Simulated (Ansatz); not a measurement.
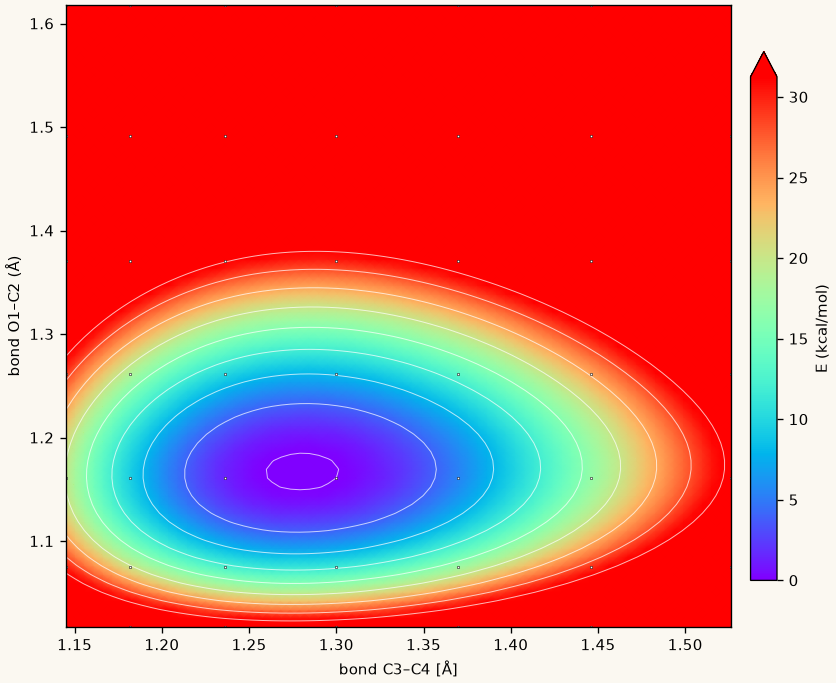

C₃O₂, SMILES O=C=C=C=O. Two internal coordinates are moved rigidly from the geometry relaxed at PBE0-D4/def2-TZVP, all others fixed. The first coordinate is: bond C3–C4; the second: bond O1–C2. The scan uses a 7 × 7 grid. Energies are in kcal/mol, from the lowest grid point. All numbers below come from Ansatz, RHF-CCSD(T), frozen core/def2-TZVPP.

In the figure: a smooth colour map with a few white contour lines, dots at the grid points, one colour for all values above the top of the scale. Between grid points the surface is interpolated.

Question: Where is the minimum, and how stiff is the well along each coordinate?

Answer: The interpolated minimum is at bond C3–C4 ≈ 1.280 Å, bond O1–C2 ≈ 1.165 Å. The curvatures there are about 74 eV/Å² and 96.2 eV/Å², with a cross term of about −3 eV/Å². Round the minimum the two coordinates are nearly uncoupled. (1 eV is 23.1 kcal/mol.)
